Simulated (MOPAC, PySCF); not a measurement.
Bond stretch in Cu₂, singlet.

Methods: UKS-B3LYP/6-31G* = unrestricted B3LYP/6-31G*, spherical d in PySCF; UKS-B3LYP = unrestricted B3LYP/def2-SVP (PySCF); RHF/6-31G* = restricted Hartree-Fock/6-31G*, spherical d (PySCF 2.14.0); PM6, restricted, heats of formation (MOPAC); RKS-wB97X-V = restricted wB97X-V/def2-SVP in PySCF 2.14.0.

Energies are in mEh, each relative to the lowest point of its own curve near equilibrium.

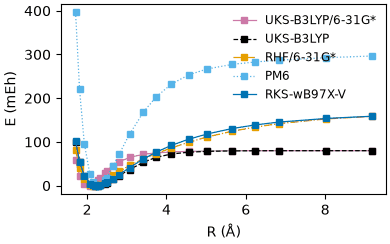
Figure: Energy against bond length for each method.

```csv
R / Å,UKS-B3LYP/6-31G*,UKS-B3LYP,RHF/6-31G*,PM6,RKS-wB97X-V
1.71,57.8,101.0,82.4,396.2,101.7
1.81,22.8,54.2,41.2,220.5,54.6
1.93,3.5,22.1,14.2,96.3,22.3
2.07,0.0,4.9,1.6,25.7,4.9
2.15,3.4,1.0,0.0,7.7,1.0
2.20,6.8,0.0,0.4,2.2,0.0
2.28,13.5,0.2,2.7,0.0,0.2
2.33,18.2,1.1,4.8,1.9,1.2
2.44,29.9,4.6,10.7,12.0,5.0
2.49,34.2,6.7,13.6,18.5,7.3
2.65,45.9,14.4,23.4,44.1,15.8
2.81,54.7,23.0,32.7,72.6,25.4
3.07,64.6,36.9,46.1,117.6,41.3
3.42,71.8,53.5,61.4,168.3,61.1
3.73,74.9,64.5,73.0,202.1,76.3
4.12,77.0,72.3,86.1,232.0,92.0
4.56,78.4,76.5,99.3,253.4,106.2
5.03,79.3,78.5,111.4,267.0,118.3
5.64,79.9,79.5,124.1,277.1,130.3
6.23,79.9,79.8,133.9,282.9,138.9
6.84,79.9,80.0,141.9,287.0,145.4
8.02,79.9,80.0,152.6,292.6,153.7
9.17,79.9,80.0,158.6,296.6,158.7
```

At the longest distance, 9.17 Å, PM6 lies highest above its minimum (296.6 mEh) and UKS-B3LYP/6-31G* lowest (79.9 mEh).

The unrestricted determinant behind UKS-B3LYP/6-31G* is spin-contaminated at 2.07 to 9.17 Å (<S²> up to 1.0, against 0.00 for a pure singlet). The unrestricted determinant behind UKS-B3LYP is spin-contaminated at 3.73 to 9.17 Å (<S²> up to 1.0, against 0.00 for a pure singlet). The restricted form behind RHF/6-31G*, PM6, RKS-wB97X-V keeps the bonding electrons paired and can't separate into open-shell fragments.
